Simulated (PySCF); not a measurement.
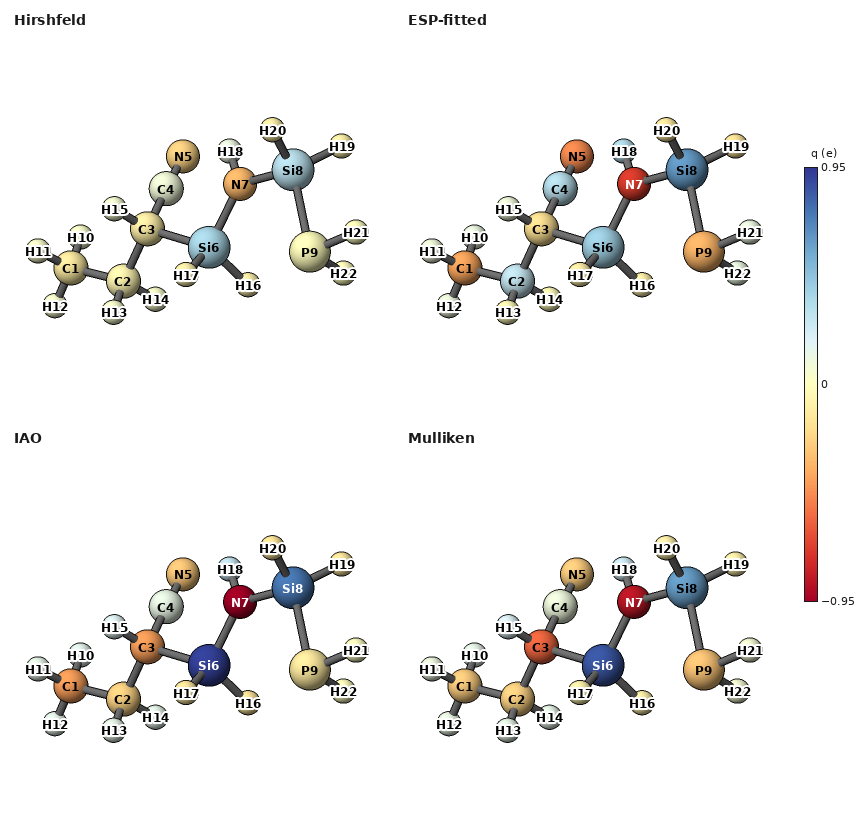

Atomic charges of one calculation by 4 schemes, on one colour scale. The geometry was computed by an optimisation with GFN2-xTB. No frequency run is at hand to confirm it as a minimum. Level of theory: PBE0/pcSseg-1 (PySCF 2.14.0).

> On which atom do the schemes disagree most?

On N7 (from −0.94 to −0.33 e).

List the charges (e), one line for each set of equivalent atoms.

```json
{"atom": "C1", "Hirshfeld": "−0.11", "ESP-fitted": "−0.40", "IAO": "−0.42", "Mulliken": "−0.25"}
{"atom": "C2", "Hirshfeld": "−0.06", "ESP-fitted": "0.29", "IAO": "−0.24", "Mulliken": "−0.24"}
{"atom": "C3", "Hirshfeld": "−0.09", "ESP-fitted": "−0.18", "IAO": "−0.42", "Mulliken": "−0.58"}
{"atom": "C4", "Hirshfeld": "0.08", "ESP-fitted": "0.33", "IAO": "0.13", "Mulliken": "0.10"}
{"atom": "N5", "Hirshfeld": "−0.24", "ESP-fitted": "−0.48", "IAO": "−0.27", "Mulliken": "−0.26"}
{"atom": "Si6", "Hirshfeld": "0.37", "ESP-fitted": "0.41", "IAO": "0.91", "Mulliken": "0.85"}
{"atom": "N7", "Hirshfeld": "−0.33", "ESP-fitted": "−0.72", "IAO": "−0.94", "Mulliken": "−0.85"}
{"atom": "Si8", "Hirshfeld": "0.33", "ESP-fitted": "0.63", "IAO": "0.74", "Mulliken": "0.61"}
{"atom": "P9", "Hirshfeld": "−0.01", "ESP-fitted": "−0.35", "IAO": "−0.12", "Mulliken": "−0.29"}
{"atom": "H10", "Hirshfeld": "0.04", "ESP-fitted": "0.11", "IAO": "0.15", "Mulliken": "0.14"}
{"atom": "H11", "Hirshfeld": "0.04", "ESP-fitted": "0.09", "IAO": "0.14", "Mulliken": "0.11"}
{"atom": "H12", "Hirshfeld": "0.05", "ESP-fitted": "0.10", "IAO": "0.15", "Mulliken": "0.12"}
{"atom": "H13", "Hirshfeld": "0.05", "ESP-fitted": "−0.02", "IAO": "0.14", "Mulliken": "0.14"}
{"atom": "H14", "Hirshfeld": "0.04", "ESP-fitted": "−0.03", "IAO": "0.14", "Mulliken": "0.14"}
{"atom": "H15", "Hirshfeld": "0.06", "ESP-fitted": "0.09", "IAO": "0.18", "Mulliken": "0.19"}
{"atom": "H16", "Hirshfeld": "−0.08", "ESP-fitted": "−0.08", "IAO": "−0.15", "Mulliken": "−0.08"}
{"atom": "H17", "Hirshfeld": "−0.08", "ESP-fitted": "−0.09", "IAO": "−0.13", "Mulliken": "−0.07"}
{"atom": "H18", "Hirshfeld": "0.11", "ESP-fitted": "0.35", "IAO": "0.28", "Mulliken": "0.24"}
{"atom": "H19", "Hirshfeld": "−0.08", "ESP-fitted": "−0.16", "IAO": "−0.14", "Mulliken": "−0.08"}
{"atom": "H20", "Hirshfeld": "−0.08", "ESP-fitted": "−0.12", "IAO": "−0.14", "Mulliken": "−0.08"}
{"atom": "H21", "Hirshfeld": "0.00", "ESP-fitted": "0.11", "IAO": "0.01", "Mulliken": "0.07"}
{"atom": "H22", "Hirshfeld": "−0.01", "ESP-fitted": "0.11", "IAO": "0.00", "Mulliken": "0.07"}
```

The geometry is semi-empirical. Around P, Si such bond lengths and angles can be off by a tenth of an ångström or more and by several degrees, and values that hang on the shape move with them.
